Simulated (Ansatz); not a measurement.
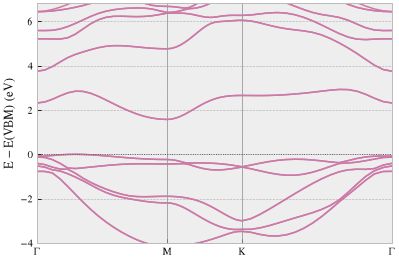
*Band structure from PBE with spin–orbit coupling (plane waves, PAW; program Ansatz)*

Problem. Read off the gap and where the band edges lie.

Solution. About 1.6 eV (1.57 eV by a search for the band edges); maximum on the Γ–M line, 29 % of the way from Γ, minimum at M.

The material is monolayer SnS2 (1T, P-3m1 in the vacuum cell, 3 atoms).

A layer that has been made, often on a substrate. Symmetry was held in the PBE relaxation; its stability against distortions is not shown here.

Potentials: the later of the program's two PAW sets.
